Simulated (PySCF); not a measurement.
C4H5NO, SMILES N#CCCC=O at its GFN2-xTB optimised geometry (Å):

```
11

N      2.6642    -0.6793     0.0000
C      1.5214    -0.6793     0.0000
C      0.0823    -0.6536    -0.0145
C     -0.4353     0.5987    -0.7287
C     -1.9372     0.6505    -0.7458
O     -2.6642    -0.1728    -0.2710
H     -0.2854    -1.5506    -0.5207
H     -0.2854    -0.6742     1.0153
H     -0.0817     0.6305    -1.7635
H     -0.0683     1.5057    -0.2394
H     -2.3338     1.5506    -1.2549
```

Method: PBE/def2-TZVP in PySCF 2.14.0.

Map of the HOMO−1 amplitude (bohr^(-3/2)) on the plane z = 1.0 Å; orbital energy -8.18 eV, overall sign arbitrary:

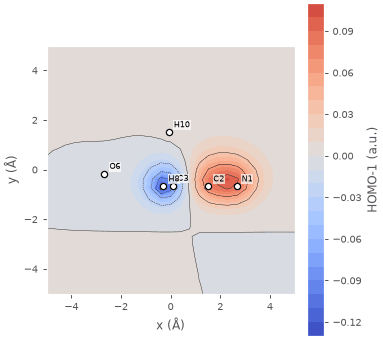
Figure: HOMO−1 amplitude (bohr^(-3/2)) on the plane z = 1.0 Å.
